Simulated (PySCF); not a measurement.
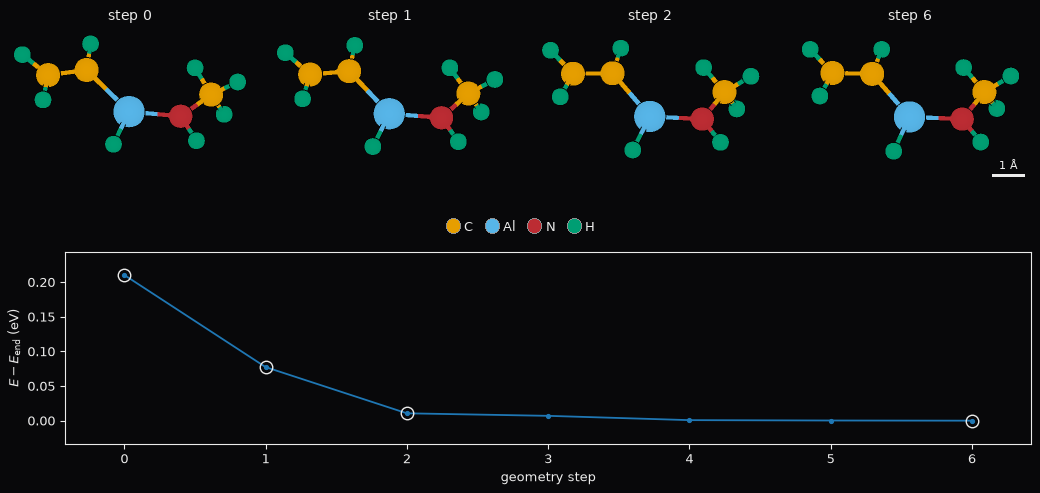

Frames of a relaxation of C$_{3}$H$_{8}$AlN, marked on the history of the run. Style: ball-and-stick. Shown from a free direction.

The start comes from GFN2-xTB. Its atoms were then displaced at random by about 0.01 Å.

Method: PBE0-D3(BJ)/def2-SVP geometry optimisation, gas phase in PySCF. 

Question: What happens along the run?

Answer: Over 6 geometry steps the energy falls by 0.210 eV. An H atom moves most after the best rigid fit: 0.40 Å. By element the largest moves are H 0.40 Å, C 0.23 Å, Al 0.21 Å, N 0.11 Å. Among the contacts that change: Al–H 1.523 → 1.588 Å, Al–C 1.996 → 1.945 Å, Al–N 1.733 → 1.779 Å, C–N 1.481 → 1.443 Å. Among the angles between lasting bonds that change: Al–N–C 138.3° → 129.3°, C–Al–N 129.8° → 121.1°, C–N–H 106.0° → 111.9°. The run took 33 s on 1 thread of Arm Neoverse V1, on a shared host. From step 0 to 1: an H atom moves most (0.18 Å), energy −0.133 eV. From step 1 to 2: an H atom moves most (0.22 Å), energy −0.067 eV. From step 2 to 6: H atoms move most (0.05 Å), energy −0.011 eV.

```tsv
step	E − E(0), eV
0	0.0000
1	-0.1329
2	-0.1996
3	-0.2033
4	-0.2095
5	-0.2100
6	-0.2103
```
